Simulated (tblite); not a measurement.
# Geometry relaxation, with input and output: Ge₂H₃ClF (part 1 of 2)

Ge₂H₃ClF, multiplicity 2, SMILES [F][Ge]([Cl])[GeH3], computed with GFN2-xTB geometry optimisation, gas phase (tblite 0.8.0).

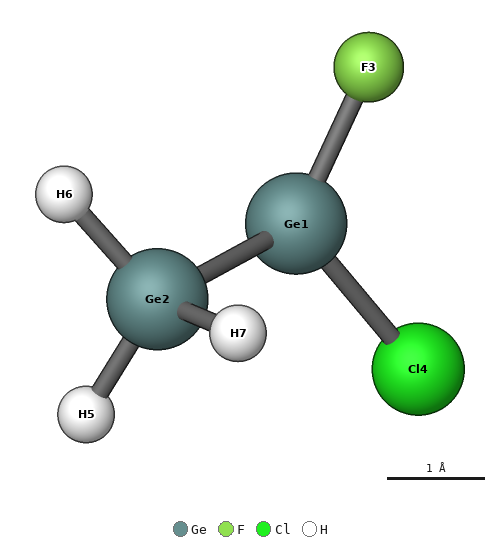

**Figure 1.** The starting structure (ball-and-stick view, seen at a tilt; atoms are numbered from 1 in the order of the input). Sticks mark near contacts. Bond lengths as drawn: Cl–Ge 2.20 Å, F–Ge 1.81 Å, Ge–Ge 2.41 Å and Ge–H 1.49 to 1.52 Å.

## Input
```
{"job": {"kind": "relax", "xc": "GFN2-xTB", "basis": "xTB"}, "charge": 0, "multiplicity": 2}
Ge     1.010886     1.846592     0.145895
Ge     0.075348    -0.370610     0.266640
F      2.581193     2.072420     1.021952
Cl     0.801134     2.899350    -1.778675
H     -1.320077    -0.321081    -0.260275
H      0.070079    -0.831626     1.699558
H      0.926192    -1.323452    -0.556092
```

The first line tells a small driver script what to run in tblite; the rest is the geometry in Å.

Hardware: 1 CPU thread, shared host.

Run as:
```bash
OMP_NUM_THREADS=1 python <driver script> task.json out
```

## The program's output
```
step      E/eV     max force
  0    -401.10433    2.507
  1    -401.22194    2.166
  2    -401.51203    1.064
  3    -401.60537    0.892
  4    -401.65823    0.849
  5    -401.70635    0.840
  6    -401.75332    0.616
  7    -401.77895    0.513
  8    -401.79019    0.434
  9    -401.80340    0.355
 10    -401.81097    0.321
 11    -401.81622    0.322
 12    -401.82213    0.221
 13    -401.82599    0.145
 14    -401.82893    0.185
 15    -401.83093    0.148
 16    -401.83210    0.103
 17    -401.83266    0.073
 18    -401.83294    0.068
 19    -401.83320    0.061
 20    -401.83345    0.042
 21    -401.83356    0.023
 22    -401.83360    0.019
 23    -401.83364    0.024
 24    -401.83372    0.031
 25    -401.83387    0.038
 26    -401.83409    0.040
 27    -401.83428    0.033
 28    -401.83439    0.030
 29    -401.83446    0.032
 30    -401.83458    0.047
 31    -401.83483    0.060
 32    -401.83519    0.058
 33    -401.83551    0.046
 34    -401.83565    0.028
 35    -401.83569    0.020
 36    -401.83571    0.013
 37    -401.83574    0.018
 38    -401.83578    0.027
 39    -401.83583    0.039
 40    -401.83593    0.047
 41    -401.83608    0.049
 42    -401.83625    0.034
 43    -401.83636    0.018
 44    -401.83638    0.009
 45    -401.83639    0.007
```

## Trajectory as extended XYZ (Å, eV, eV/Å), 46 frames, from step=0 to step=45
```
7
Properties=species:S:1:pos:R:3:forces:R:3 step=0 energy=-401.10433
Ge    1.0109    1.8466    0.1459   -1.2930   2.0630   0.6010
Ge    0.0753   -0.3706    0.2666    0.5180  -0.9300  -0.2740
F     2.5812    2.0724    1.0220    0.9470  -0.2740  -0.0600
Cl    0.8011    2.8993   -1.7787    0.3550  -0.2760  -0.2540
H    -1.3201   -0.3211   -0.2603   -0.0910  -0.1480   0.0020
H     0.0701   -0.8316    1.6996   -0.1020  -0.1060  -0.1290
H     0.9262   -1.3235   -0.5561   -0.3350  -0.3290   0.1140
7
Properties=species:S:1:pos:R:3:forces:R:3 step=1 energy=-401.22194
Ge    0.9924    1.8761    0.1545   -1.0930   1.7540   0.6490
Ge    0.0828   -0.3839    0.2627    0.3390  -0.5340  -0.2010
F     2.5947    2.0685    1.0211    0.7230  -0.2520  -0.1520
Cl    0.8062    2.8954   -1.7823    0.3400  -0.2550  -0.2260
H    -1.3214   -0.3232   -0.2602   -0.0030  -0.1660   0.0250
H     0.0686   -0.8331    1.6977   -0.0890  -0.1270  -0.1090
H     0.9214   -1.3281   -0.5545   -0.2160  -0.4200   0.0150
7
Properties=species:S:1:pos:R:3:forces:R:3 step=2 energy=-401.51203
Ge    0.9166    1.9977    0.1985   -0.2830   0.8080   0.6320
Ge    0.1070   -0.4227    0.2485   -0.1950   0.6160   0.1160
F     2.6454    2.0512    1.0112   -0.0750  -0.1370  -0.4110
Cl    0.8295    2.8778   -1.7979    0.2700  -0.2070  -0.0410
H    -1.3221   -0.3344   -0.2586    0.1800  -0.2120   0.0560
H     0.0624   -0.8417    1.6901   -0.0480  -0.1800  -0.0540
H     0.9059   -1.3563   -0.5529    0.1500  -0.6880  -0.2960
7
Properties=species:S:1:pos:R:3:forces:R:3 step=3 energy=-401.60537
Ge    0.8688    2.0821    0.2354    0.1950   0.3920   0.4670
Ge    0.1168   -0.4324    0.2431   -0.2040   0.8590   0.1250
F     2.6722    2.0388    0.9976   -0.4940  -0.0480  -0.4910
Cl    0.8479    2.8638   -1.8073    0.2160  -0.2010   0.1370
H    -1.3191   -0.3449   -0.2567    0.1670  -0.2080   0.0360
H     0.0580   -0.8500    1.6848   -0.0300  -0.1950  -0.0050
H     0.9002   -1.3857   -0.5579    0.1500  -0.5990  -0.2690
7
Properties=species:S:1:pos:R:3:forces:R:3 step=4 energy=-401.65823
Ge    0.8405    2.1465    0.2675    0.4410   0.1660   0.2880
Ge    0.1213   -0.4260    0.2408    0.0030   0.7040   0.0110
F     2.6814    2.0299    0.9801   -0.6900   0.0180  -0.4940
Cl    0.8640    2.8507   -1.8106    0.1760  -0.1940   0.2750
H    -1.3149   -0.3555   -0.2551    0.0890  -0.1790   0.0030
H     0.0545   -0.8590    1.6812   -0.0210  -0.1800   0.0120
H     0.8979   -1.4149   -0.5650    0.0010  -0.3350  -0.0950
7
Properties=species:S:1:pos:R:3:forces:R:3 step=5 energy=-401.70635
Ge    0.8264    2.2041    0.2997    0.5000   0.0180   0.1180
Ge    0.1265   -0.4075    0.2386    0.2220   0.3750  -0.0790
F     2.6746    2.0229    0.9552   -0.7090   0.0670  -0.4460
Cl    0.8812    2.8355   -1.8072    0.1470  -0.1730   0.3610
H    -1.3100   -0.3680   -0.2538    0.0030  -0.1290  -0.0290
H     0.0511   -0.8702    1.6784   -0.0080  -0.1280  -0.0200
H     0.8951   -1.4452   -0.5720   -0.1550  -0.0290   0.0940
7
Properties=species:S:1:pos:R:3:forces:R:3 step=6 energy=-401.75332
Ge    0.8283    2.2532    0.3311    0.3180  -0.0610  -0.0110
Ge    0.1349   -0.3787    0.2359    0.3320  -0.0320  -0.1070
F     2.6489    2.0187    0.9214   -0.5030   0.0820  -0.3460
Cl    0.8999    2.8179   -1.7947    0.1370  -0.1330   0.3630
H    -1.3052   -0.3825   -0.2533   -0.0410  -0.0630  -0.0460
H     0.0480   -0.8834    1.6754    0.0120  -0.0420  -0.0880
H     0.8900   -1.4737   -0.5769   -0.2550   0.2480   0.2350
7
Properties=species:S:1:pos:R:3:forces:R:3 step=7 energy=-401.77895
Ge    0.8405    2.2760    0.3490   -0.0200  -0.0640  -0.0400
Ge    0.1444   -0.3570    0.2336    0.2620  -0.2740  -0.0860
F     2.6189    2.0187    0.8928   -0.1620   0.0560  -0.2410
Cl    0.9135    2.8049   -1.7784    0.1480  -0.0900   0.2740
H    -1.3023   -0.3925   -0.2539   -0.0040  -0.0100  -0.0370
H     0.0467   -0.8923    1.6721    0.0310   0.0250  -0.1350
H     0.8831   -1.4862   -0.5762   -0.2550   0.3580   0.2650
7
Properties=species:S:1:pos:R:3:forces:R:3 step=8 energy=-401.79019
Ge    0.8454    2.2822    0.3551   -0.2100  -0.0640  -0.0200
Ge    0.1518   -0.3521    0.2316    0.1290  -0.2790  -0.0470
F     2.6039    2.0197    0.8773    0.0280   0.0350  -0.1880
Cl    0.9212    2.7984   -1.7672    0.1540  -0.0630   0.1950
H    -1.3009   -0.3965   -0.2547    0.0550   0.0120  -0.0220
H     0.0468   -0.8952    1.6685    0.0430   0.0430  -0.1370
H     0.8766   -1.4849   -0.5716   -0.1990   0.3170   0.2190
7
Properties=species:S:1:pos:R:3:forces:R:3 step=9 energy=-401.80340
Ge    0.8436    2.2891    0.3620   -0.3430  -0.0880   0.0240
Ge    0.1625   -0.3542    0.2282   -0.1090  -0.1250   0.0400
F     2.5904    2.0213    0.8566    0.1740   0.0170  -0.1360
Cl    0.9335    2.7899   -1.7514    0.1490  -0.0300   0.0910
H    -1.2979   -0.4005   -0.2560    0.1370   0.0330  -0.0020
H     0.0479   -0.8974    1.6613    0.0570   0.0420  -0.1060
H     0.8648   -1.4766   -0.5617   -0.0650   0.1500   0.0890
7
Properties=species:S:1:pos:R:3:forces:R:3 step=10 energy=-401.81097
Ge    0.8336    2.2952    0.3677   -0.2930  -0.1220   0.0470
Ge    0.1680   -0.3598    0.2263   -0.2560   0.0670   0.1110
F     2.5871    2.0222    0.8411    0.1490   0.0190  -0.1170
Cl    0.9445    2.7837   -1.7403    0.1300  -0.0120   0.0430
H    -1.2936   -0.4026   -0.2568    0.1550   0.0400   0.0020
H     0.0496   -0.8981    1.6546    0.0590   0.0250  -0.0500
H     0.8557   -1.4690   -0.5536    0.0560  -0.0170  -0.0360
7
Properties=species:S:1:pos:R:3:forces:R:3 step=11 energy=-401.81622
Ge    0.8218    2.2989    0.3728   -0.1820  -0.1460   0.0460
Ge    0.1676   -0.3622    0.2269   -0.2550   0.1580   0.1160
F     2.5874    2.0229    0.8289    0.0660   0.0280  -0.1070
Cl    0.9541    2.7791   -1.7325    0.1040  -0.0040   0.0320
H    -1.2884   -0.4034   -0.2574    0.1060   0.0420  -0.0080
H     0.0515   -0.8984    1.6495    0.0510   0.0070   0.0130
H     0.8507   -1.4653   -0.5492    0.1100  -0.0840  -0.0910
7
Properties=species:S:1:pos:R:3:forces:R:3 step=12 energy=-401.82213
Ge    0.8070    2.2966    0.3780   -0.0470  -0.1530   0.0380
Ge    0.1620   -0.3615    0.2300   -0.1230   0.1720   0.0630
F     2.5877    2.0249    0.8130   -0.0300   0.0340  -0.0880
Cl    0.9665    2.7743   -1.7224    0.0690   0.0030   0.0200
H    -1.2807   -0.4031   -0.2584   -0.0180   0.0410  -0.0340
H     0.0549   -0.8983    1.6444    0.0290  -0.0170   0.1000
H     0.8474   -1.4614   -0.5457    0.1200  -0.0790  -0.0990
7
Properties=species:S:1:pos:R:3:forces:R:3 step=13 energy=-401.82599
Ge    0.7989    2.2845    0.3788    0.0050  -0.1260   0.0410
Ge    0.1548   -0.3579    0.2338    0.0330   0.1090   0.0050
F     2.5865    2.0278    0.8025   -0.0590   0.0280  -0.0690
Cl    0.9745    2.7727   -1.7148    0.0490   0.0060   0.0010
H    -1.2762   -0.4009   -0.2599   -0.1250   0.0360  -0.0530
H     0.0582   -0.8975    1.6432    0.0080  -0.0290   0.1420
H     0.8480   -1.4571   -0.5447    0.0910  -0.0250  -0.0670
7
Properties=species:S:1:pos:R:3:forces:R:3 step=14 energy=-401.82893
Ge    0.7953    2.2663    0.3773    0.0020  -0.0700   0.0460
Ge    0.1490   -0.3532    0.2374    0.1320   0.0170  -0.0310
F     2.5838    2.0314    0.7949   -0.0410   0.0140  -0.0500
Cl    0.9800    2.7729   -1.7090    0.0360   0.0070  -0.0160
H    -1.2754   -0.3975   -0.2621   -0.1740   0.0290  -0.0550
H     0.0612   -0.8966    1.6454   -0.0090  -0.0260   0.1370
H     0.8508   -1.4518   -0.5448    0.0540   0.0290  -0.0310
7
Properties=species:S:1:pos:R:3:forces:R:3 step=15 energy=-401.83093
Ge    0.7938    2.2505    0.3762   -0.0170  -0.0090   0.0370
Ge    0.1469   -0.3494    0.2395    0.1260  -0.0600  -0.0350
F     2.5809    2.0344    0.7892   -0.0080   0.0000  -0.0320
Cl    0.9839    2.7736   -1.7053    0.0260   0.0030  -0.0190
H    -1.2781   -0.3944   -0.2647   -0.1420   0.0250  -0.0350
H     0.0632   -0.8962    1.6496   -0.0170  -0.0120   0.0950
H     0.8541   -1.4470   -0.5455    0.0330   0.0530  -0.0110
7
Properties=species:S:1:pos:R:3:forces:R:3 step=16 energy=-401.83210
Ge    0.7923    2.2425    0.3768   -0.0210   0.0280   0.0160
Ge    0.1481   -0.3482    0.2400    0.0510  -0.0870  -0.0180
F     2.5793    2.0359    0.7853    0.0070  -0.0080  -0.0200
Cl    0.9868    2.7739   -1.7038    0.0170  -0.0020  -0.0070
H    -1.2822   -0.3923   -0.2667   -0.0690   0.0230  -0.0070
H     0.0639   -0.8963    1.6538   -0.0170   0.0020   0.0460
H     0.8566   -1.4439   -0.5464    0.0310   0.0450  -0.0110
7
Properties=species:S:1:pos:R:3:forces:R:3 step=17 energy=-401.83266
Ge    0.7905    2.2416    0.3782   -0.0050   0.0350  -0.0030
Ge    0.1499   -0.3496    0.2397   -0.0190  -0.0710   0.0030
F     2.5791    2.0361    0.7830   -0.0010  -0.0090  -0.0150
Cl    0.9887    2.7736   -1.7035    0.0100  -0.0060   0.0080
H    -1.2855   -0.3911   -0.2677   -0.0110   0.0200   0.0120
H     0.0637   -0.8965    1.6565   -0.0130   0.0080   0.0150
H     0.8583   -1.4425   -0.5472    0.0380   0.0240  -0.0200
7
Properties=species:S:1:pos:R:3:forces:R:3 step=18 energy=-401.83294
Ge    0.7889    2.2432    0.3793    0.0130   0.0280  -0.0130
Ge    0.1506   -0.3517    0.2394   -0.0500  -0.0430   0.0150
F     2.5794    2.0358    0.7814   -0.0140  -0.0080  -0.0140
Cl    0.9900    2.7732   -1.7034    0.0060  -0.0080   0.0160
H    -1.2872   -0.3904   -0.2679    0.0160   0.0150   0.0190
H     0.0633   -0.8967    1.6581   -0.0110   0.0060   0.0020
H     0.8598   -1.4419   -0.5481    0.0410   0.0080  -0.0250
7
Properties=species:S:1:pos:R:3:forces:R:3 step=19 energy=-401.83320
Ge    0.7875    2.2454    0.3803    0.0250   0.0170  -0.0170
Ge    0.1503   -0.3544    0.2396   -0.0560  -0.0130   0.0200
F     2.5793    2.0354    0.7795   -0.0240  -0.0070  -0.0110
Cl    0.9915    2.7725   -1.7029    0.0020  -0.0070   0.0170
H    -1.2885   -0.3894   -0.2677    0.0270   0.0080   0.0210
H     0.0627   -0.8967    1.6596   -0.0110   0.0010  -0.0060
H     0.8619   -1.4412   -0.5494    0.0370   0.0010  -0.0240
7
Properties=species:S:1:pos:R:3:forces:R:3 step=20 energy=-401.83345
Ge    0.7865    2.2473    0.3809    0.0240   0.0040  -0.0140
Ge    0.1489   -0.3572    0.2402   -0.0360   0.0130   0.0170
F     2.5786    2.0350    0.7770   -0.0220  -0.0070  -0.0060
Cl    0.9933    2.7717   -1.7018   -0.0010  -0.0050   0.0090
H    -1.2894   -0.3882   -0.2673    0.0220  -0.0010   0.0180
H     0.0619   -0.8967    1.6611   -0.0110  -0.0060  -0.0090
H     0.8649   -1.4403   -0.5512    0.0250   0.0020  -0.0150
7
Properties=species:S:1:pos:R:3:forces:R:3 step=21 energy=-401.83356
Ge    0.7867    2.2478    0.3809    0.0100  -0.0020  -0.0060
Ge    0.1474   -0.3584    0.2408   -0.0080   0.0190   0.0090
F     2.5775    2.0347    0.7755   -0.0090  -0.0090  -0.0020
Cl    0.9942    2.7712   -1.7009   -0.0010  -0.0020  -0.0030
H    -1.2895   -0.3875   -0.2667    0.0090  -0.0060   0.0130
H     0.0613   -0.8968    1.6618   -0.0120  -0.0120  -0.0070
H     0.8670   -1.4394   -0.5523    0.0110   0.0120  -0.0040
7
Properties=species:S:1:pos:R:3:forces:R:3 step=22 energy=-401.83360
Ge    0.7873    2.2474    0.3805   -0.0020  -0.0020  -0.0010
Ge    0.1468   -0.3583    0.2413    0.0070   0.0140   0.0040
F     2.5768    2.0345    0.7750    0.0010  -0.0100  -0.0010
Cl    0.9943    2.7711   -1.7007    0.0000  -0.0010  -0.0090
H    -1.2892   -0.3874   -0.2663    0.0000  -0.0070   0.0100
H     0.0610   -0.8970    1.6618   -0.0130  -0.0130  -0.0050
H     0.8678   -1.4388   -0.5527    0.0050   0.0180   0.0020
7
Properties=species:S:1:pos:R:3:forces:R:3 step=23 energy=-401.83364
Ge    0.7877    2.2470    0.3802   -0.0110   0.0000   0.0010
Ge    0.1464   -0.3578    0.2417    0.0160   0.0080   0.0020
F     2.5764    2.0342    0.7748    0.0090  -0.0110   0.0000
Cl    0.9943    2.7711   -1.7006    0.0010   0.0000  -0.0120
H    -1.2890   -0.3875   -0.2658   -0.0050  -0.0070   0.0070
H     0.0605   -0.8974    1.6617   -0.0120  -0.0130  -0.0030
H     0.8685   -1.4379   -0.5528    0.0020   0.0230   0.0050
7
Properties=species:S:1:pos:R:3:forces:R:3 step=24 energy=-401.83372
Ge    0.7883    2.2462    0.3795   -0.0230   0.0040   0.0050
Ge    0.1460   -0.3567    0.2425    0.0250  -0.0020  -0.0020
F     2.5756    2.0332    0.7742    0.0200  -0.0120   0.0020
Cl    0.9945    2.7709   -1.7009    0.0020   0.0000  -0.0160
H    -1.2888   -0.3878   -0.2645   -0.0120  -0.0060   0.0020
H     0.0590   -0.8986    1.6614   -0.0100  -0.0130   0.0000
H     0.8700   -1.4356   -0.5532   -0.0030   0.0290   0.0100
```
